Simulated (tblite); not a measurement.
# Molecular dynamics, with input and output: C₄H₄F₄O

System: C₄H₄F₄O.
Method: GFN2-xTB Langevin dynamics, gas phase (tblite 0.8.0).

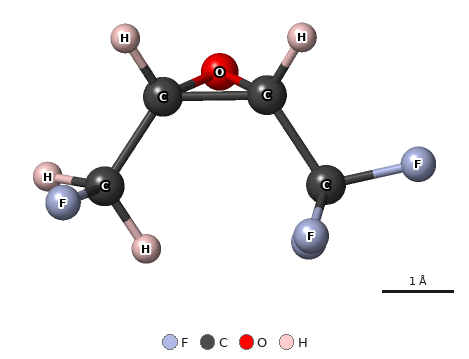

The starting structure (ball-and-stick view, seen on its broad side).

## Key numbers

| quantity | value |
| --- | --- |
| outcome | finished |
| mean temperature over the second half | 355 K |
| trajectory | 41 frames kept, 1000 fs |
| hardware | 1 CPU thread, shared host |
| wall time | 32 s |
| peak memory | 0.18 GiB |

## Input file
```
{"job": {"kind": "md", "xc": "GFN2-xTB", "basis": "xTB", "temperature": 300, "steps": 2000, "every": 50}, "charge": 0, "multiplicity": 1}
F      2.295745     0.398580    -0.959553
C      1.336348    -0.560893    -0.779655
C      0.774884    -0.430669     0.619938
O     -0.317482    -1.218679     0.977193
C     -0.540596     0.154184     0.930739
C     -1.472102     0.682500    -0.146436
F     -2.643845     1.055783     0.380383
F     -1.735101    -0.204928    -1.107270
F     -0.962734     1.769073    -0.748088
H      1.826306    -1.534999    -0.889751
H      0.584951    -0.430509    -1.562067
H      1.546892    -0.331885     1.382054
H     -0.697656     0.652930     1.884785
```

The first line tells a small driver script what to run in tblite; the rest is the geometry in Å.

Run as:
```bash
OMP_NUM_THREADS=1 python <driver script> task.json out
```

## Log
```
t/fs     T/K      E/eV
    0.0   250.0   -913.62160
   25.0   142.0   -913.36565
   50.0   192.5   -913.35717
   75.0   186.7   -913.33406
  100.0   184.9   -913.17755
  125.0   286.4   -913.17480
  150.0   250.4   -913.22902
  175.0   205.2   -913.10189
  200.0   340.9   -913.04720
  225.0   392.7   -913.08045
  250.0   336.2   -913.04296
  275.0   427.1   -913.05314
  300.0   321.5   -912.97392
  325.0   374.0   -913.13568
  350.0   295.3   -913.13754
  375.0   299.3   -913.27070
  400.0   347.3   -913.23473
  425.0   388.2   -913.31831
  450.0   345.1   -913.16890
  475.0   245.5   -913.15165
  500.0   353.6   -913.24514
  525.0   344.4   -913.13385
  550.0   387.2   -913.01307
  575.0   431.3   -912.97819
  600.0   358.0   -912.97471
  625.0   359.5   -912.95488
  650.0   333.6   -912.98691
  675.0   291.0   -912.94338
  700.0   415.7   -913.24943
  725.0   368.1   -913.12091
  750.0   363.1   -913.27345
  775.0   221.6   -912.76128
  800.0   456.5   -913.25711
  825.0   338.7   -913.15912
  850.0   216.6   -913.07321
  875.0   400.2   -913.35165
  900.0   231.8   -913.04848
  925.0   394.4   -913.20357
  950.0   403.9   -913.07875
  975.0   359.4   -913.10923
 1000.0   423.9   -913.22309
```

## Trajectory as extended XYZ (Å, eV, eV/Å), 8 of the 41 frames kept, from step=0 to step=40
```
13
Properties=species:S:1:pos:R:3:forces:R:3 step=0 time_fs=0.0 energy=-913.62160 temperature=250.0
F     2.2957    0.3986   -0.9596   -0.0079  -0.0032   0.0036
C     1.3363   -0.5609   -0.7797   -0.0020  -0.0047   0.0003
C     0.7749   -0.4307    0.6199   -0.0060   0.0031  -0.0003
O    -0.3175   -1.2187    0.9772    0.0000   0.0075   0.0012
C    -0.5406    0.1542    0.9307    0.0094   0.0006  -0.0025
C    -1.4721    0.6825   -0.1464    0.0045  -0.0014   0.0037
F    -2.6438    1.0558    0.3804    0.0030  -0.0052  -0.0017
F    -1.7351   -0.2049   -1.1073    0.0021  -0.0006   0.0070
F    -0.9627    1.7691   -0.7481    0.0010  -0.0011  -0.0012
H     1.8263   -1.5350   -0.8898    0.0003   0.0048  -0.0053
H     0.5850   -0.4305   -1.5621    0.0038   0.0036  -0.0024
H     1.5469   -0.3319    1.3821   -0.0055  -0.0043   0.0021
H    -0.6977    0.6529    1.8848   -0.0027   0.0010  -0.0045
13
Properties=species:S:1:pos:R:3:forces:R:3 step=6 time_fs=150.0 energy=-913.22902 temperature=250.4
F     2.4518    0.2321   -0.4653    1.1064   1.0919   0.2086
C     1.3622   -0.5446   -0.5952   -0.6243   0.5221  -0.2730
C     0.6067   -0.4078    0.7530   -0.5042  -1.5533  -1.0707
O    -0.5738   -1.2020    0.9330    0.7930   1.2612   0.2132
C    -0.7373    0.1984    0.8853    0.3931  -0.4812   1.1212
C    -1.6027    0.7086   -0.2410   -0.3854  -0.8393  -0.8634
F    -2.7912    1.0977    0.1585   -0.9233   0.2793   0.9989
F    -1.9066   -0.2010   -1.2178    0.8406   0.1974   0.5075
F    -1.0950    1.7609   -0.8407    0.8176   0.7227  -0.6150
H     1.8288   -1.5025   -0.8525   -0.8323  -0.4330   0.3545
H     0.8280   -0.1166   -1.4844   -0.0393  -0.5186   0.6945
H     1.3077   -0.4585    1.6040   -0.4772   0.3515  -0.3327
H    -0.9175    0.7348    1.8618   -0.1647  -0.6006  -0.9435
13
Properties=species:S:1:pos:R:3:forces:R:3 step=11 time_fs=275.0 energy=-913.05314 temperature=427.1
F     2.3053    0.1905   -0.4793   -0.0629  -0.1536   0.2663
C     1.1600   -0.5419   -0.4413   -0.7603  -0.2279  -0.1143
C     0.3519   -0.3233    0.8623    2.3330   0.0048  -1.2722
O    -0.6357   -1.2510    1.0847   -0.4096  -1.6278   1.2062
C    -1.0407    0.0198    0.9402   -2.2493   3.0139   0.4151
C    -1.8816    0.4570   -0.2803    0.3866  -2.0079   0.0352
F    -3.1041    0.8987    0.0571    0.7622  -0.2652  -0.4324
F    -2.0188   -0.5924   -1.2098   -0.0168   1.6156   1.1244
F    -1.1764    1.4137   -0.8431   -0.3714   0.8051  -0.9500
H     1.3541   -1.6051   -0.6053    0.6469  -0.2227   0.7393
H     0.6110   -0.3432   -1.3548   -0.4767   0.8405  -0.1869
H     0.9862   -0.0339    1.7065   -0.0866  -0.2079  -0.0996
H    -1.3604    0.7336    1.7969    0.3048  -1.5669  -0.7310
13
Properties=species:S:1:pos:R:3:forces:R:3 step=17 time_fs=425.0 energy=-913.31831 temperature=388.2
F     2.2957   -0.2837    0.2046   -0.5961  -0.3595  -0.3960
C     0.9833   -0.6229   -0.1355    1.0223   0.6612   0.3121
C     0.1343   -0.2158    1.0458   -0.7105  -0.4015   0.5472
O    -0.7791   -1.2305    1.4025   -0.1824   0.5631   0.9709
C    -1.3488   -0.0117    1.0594    1.0884  -0.2654  -1.2718
C    -2.1807    0.0167   -0.2424    1.6514  -0.0515   1.0838
F    -3.4119    0.3672    0.0463   -0.7962  -0.1507  -0.3033
F    -2.1086   -1.1770   -0.8351   -0.4366   0.4414  -0.3402
F    -1.6786    0.9603   -1.0644   -0.1913  -0.2417  -0.3418
H     0.9298   -1.6886   -0.3441    0.1138  -0.3070   0.4244
H     0.7761   -0.1411   -1.0754   -0.2090   0.6931  -0.3620
H     0.6764    0.2828    1.9006   -0.3676  -0.6669  -0.9350
H    -1.7319    0.6498    1.8052   -0.3863   0.0854   0.6117
13
Properties=species:S:1:pos:R:3:forces:R:3 step=23 time_fs=575.0 energy=-912.97819 temperature=431.3
F     2.1041   -0.8001    0.2668    2.2923  -0.1604   0.7464
C     0.8659   -0.6637   -0.1632   -1.6119   1.1629   1.2272
C     0.0749    0.0037    1.0260    0.0390  -1.2726  -0.8603
O    -0.6823   -0.8549    1.8067   -0.8504  -0.7996   0.6463
C    -1.4004    0.0851    1.1263   -0.2554   2.9963   0.8731
C    -2.2664   -0.2090   -0.0324   -1.4277  -1.2066  -1.6879
F    -3.6500   -0.0626    0.1246    1.9923   0.1917   0.1593
F    -2.1173   -1.4640   -0.4814   -0.0698  -0.2140   0.2769
F    -1.9188    0.5279   -1.1136   -0.3218   0.3899   0.4601
H     0.5478   -1.7040   -0.3238   -0.5730   0.5951  -0.6184
H     0.9270    0.1183   -0.9260   -0.4351  -0.6246  -0.6894
H     0.6332    0.6562    1.6596    0.5776   0.6901  -0.1125
H    -1.8156    1.0422    1.6629    0.6438  -1.7484  -0.4205
13
Properties=species:S:1:pos:R:3:forces:R:3 step=29 time_fs=725.0 energy=-913.12091 temperature=368.1
F     1.8954   -0.8552    0.5690    0.3286  -0.4168  -0.1988
C     0.5892   -1.0195    0.2100   -0.4158   0.5029   2.4301
C    -0.1343    0.1658    0.9087   -0.1090   0.5015  -0.9782
O    -1.1151   -0.2394    1.7654   -1.2653   1.4063  -0.9517
C    -1.5377    0.5687    0.5778    0.4165  -2.4565   1.8886
C    -2.4412   -0.2064   -0.3552   -0.5573  -0.2566  -0.4963
F    -3.7858   -0.0909   -0.0332    1.7012  -0.0125  -0.4324
F    -2.1522   -1.5115   -0.3969   -0.2498   0.2096   0.1724
F    -2.2912    0.2143   -1.6433   -0.3315   0.0363   0.7101
H     0.1757   -1.9532    0.7179    0.6339   0.8291  -0.8178
H     0.5312   -1.0161   -0.8438   -0.1453  -0.0908  -1.1461
H     0.4620    1.0612    1.2216   -0.0102  -1.0486  -0.1784
H    -1.9648    1.4900    0.8907    0.0042   0.7962  -0.0014
13
Properties=species:S:1:pos:R:3:forces:R:3 step=34 time_fs=850.0 energy=-913.07321 temperature=216.6
F     1.8827   -1.0853    0.4899   -1.7911   0.2025   0.0058
C     0.4704   -1.2313    0.4965    0.4587  -0.5850   2.9523
C    -0.2466    0.0792    0.9765    1.6057   0.0199  -0.4195
O    -1.3455   -0.0287    1.8590    1.0710   0.4057  -0.3189
C    -1.5818    0.5451    0.6135   -0.5911  -2.7553  -0.4475
C    -2.4883   -0.2457   -0.3448   -0.7043   1.1139  -0.0947
F    -3.7674    0.2465   -0.3553    0.5425  -0.3749   0.5901
F    -2.5581   -1.5461   -0.1259    0.1613   0.0459  -0.1539
F    -2.1074    0.0079   -1.6056    0.4966  -0.5290  -0.2493
H     0.2547   -2.0677    1.3135    0.4133   1.5149  -1.2620
H     0.2036   -1.6708   -0.4317   -0.3315   0.1400  -1.0067
H     0.5014    0.9456    1.0934   -0.9357  -1.3377   0.3904
H    -1.8130    1.5483    0.5731   -0.3954   2.1392   0.0141
13
Properties=species:S:1:pos:R:3:forces:R:3 step=40 time_fs=1000.0 energy=-913.22309 temperature=423.9
F     1.6544   -1.0919    0.0898   -0.3897   0.5436  -0.3792
C     0.4463   -1.3985    0.6720    1.0251  -2.3887   0.0246
C    -0.2778   -0.2124    1.1874   -0.2575   0.7934   1.1791
O    -1.3468   -0.4748    2.0517   -0.5993  -0.9410   0.7237
C    -1.6878    0.2262    0.9403    1.3079   1.1309  -0.7433
C    -2.5166   -0.3168   -0.2129   -0.4057   0.9985   0.9199
F    -3.6998    0.3685   -0.1408    0.3148  -0.6112  -0.5417
F    -2.7695   -1.6084   -0.1803   -0.0679  -0.2121  -0.1102
F    -1.9382   -0.0138   -1.3777   -0.2066  -0.1148  -0.1094
H     0.8396   -2.0964    1.5127   -1.1661   0.9389  -0.6753
H    -0.1302   -2.0343   -0.0574    0.3875   0.6274   0.5047
H     0.3637    0.5355    1.6732    0.1498  -0.0300  -0.6004
H    -1.8690    1.3177    1.0934   -0.0921  -0.7350  -0.1925
```

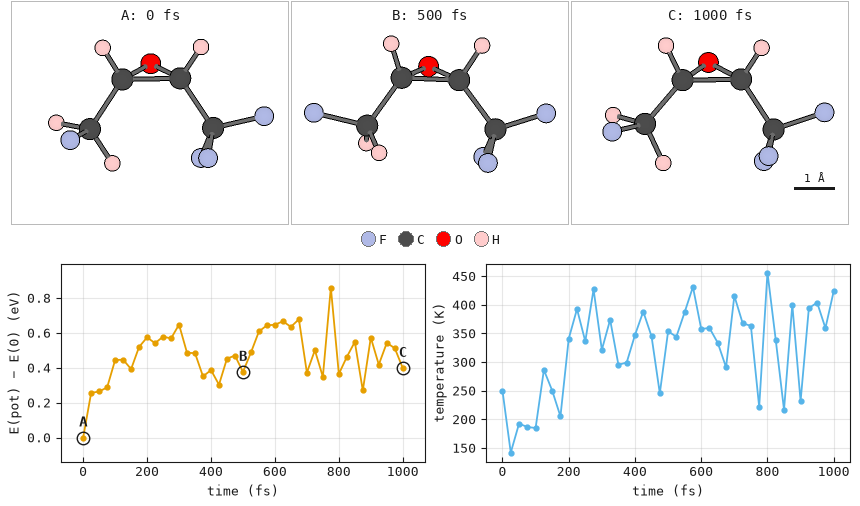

Frames of the molecular dynamics (ball-and-stick, seen on its broad side) above the curves, on which the letters mark them. The trajectory kept here has 41 frames over 1000 fs. The temperature starts at 250 K, ranges from 142 to 456 K and averages 355 K over the second half. The potential energy ends 0.399 eV above its first value. After an unweighted best fit of the last frame on the first, the root-mean-square displacement is 0.16 Å, and F1 has moved furthest (0.38 Å).
